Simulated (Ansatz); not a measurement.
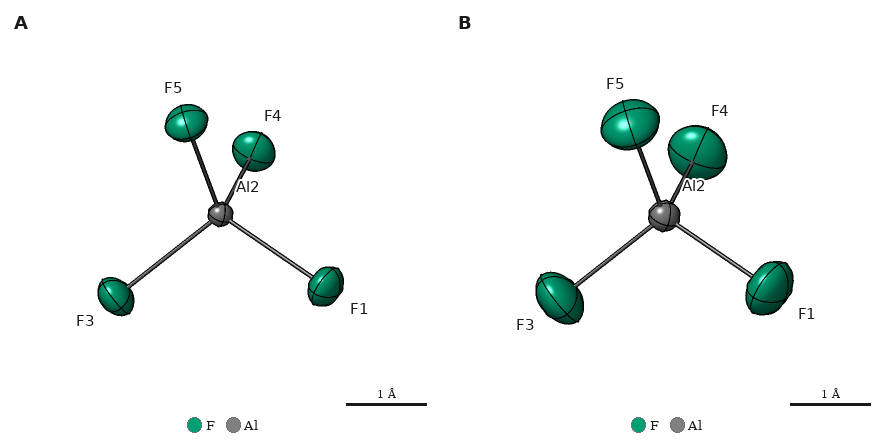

Displacement ellipsoids at the 50 % level, scaled by 3, from the internal vibrations of the free molecule (harmonic, no overall translation or rotation; no half-axis is drawn under 0.075 Å). The species has charge −1 and is a spin singlet. Vibrations computed with RKS PBE0-D4/def2-TZVPD (Ansatz 0.2.0). One panel is for 298 K, the other for 600 K.

Question: Which panel is for 600 K?

Answer: B.

Question: How much does the mean-square displacement of F3 grow, and why?

Answer: U_eq goes from 0.0029 to 0.0053 Å², a factor of 1.8. Modes below kT (417 cm⁻¹ at 600 K) grow about in proportion to T, and the lowest lies at 196 cm⁻¹; the mean-square amplitude of a mode is its zero-point value times coth(ħω/2kT), which comes close to 1 only above about 3kT.
